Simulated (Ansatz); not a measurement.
Ligand exchange: C4H7F + C2H7NZn → C4H9N + C2H5FZn

Species: C4H7F `FC1CCC1`, singlet; C2H7NZn `C[CH2][Zn][NH2]`, singlet; C4H9N (cyclobutylamine) `NC1CCC1`, singlet; C2H5FZn `C[CH2][Zn][F]`, singlet. The partners trade F for NH2: C–F and Zn–NH2 bonds give way to C–NH2 and Zn–F.

Shapes, held fixed at every level: PBE0-D4/def2-TZVP. Flexible molecules stand in one conformer, not always the lowest. Programs: Ansatz 0.2.0. The zero-point and thermal change to 298 K, harmonic and unscaled (PBE0-D4/def2-TZVP), is +4.6 kJ/mol.

| level | kind | ΔH(298 K) (kJ/mol) |
| --- | --- | --- |
| HF/def2-SVP | Hartree–Fock | -74.6 |
| SPW92/def2-TZVPP | LDA | -53.6 |
| PBE-D4/def2-TZVPP | GGA | -60.9 |
| r2SCAN-D4/def2-TZVPP | meta-GGA | -59.8 |
| r2SCAN0-D4/def2-TZVPP | global hybrid | -61.6 |
| wB97M-V/def2-TZVPP | range-separated hybrid | -60.7 |
| wB97X-V/def2-TZVPP | range-separated hybrid | -62.3 |

wB97X-V/def2-TZVPP gives ΔH(298 K) = -62.3 kJ/mol; the levels span -74.6 to -53.6. The median of the levels is -60.9. No measured value is set beside it here. Relativity is left out for Zn unless named.

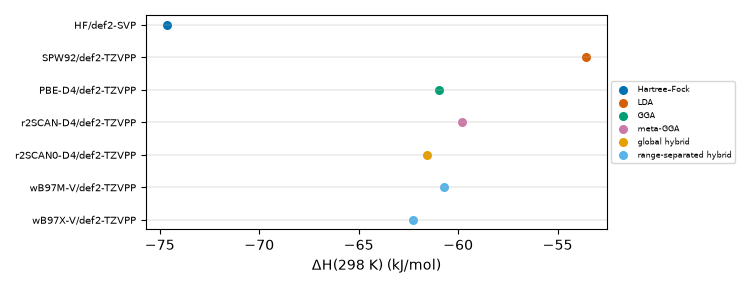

The values of the table, level by level.
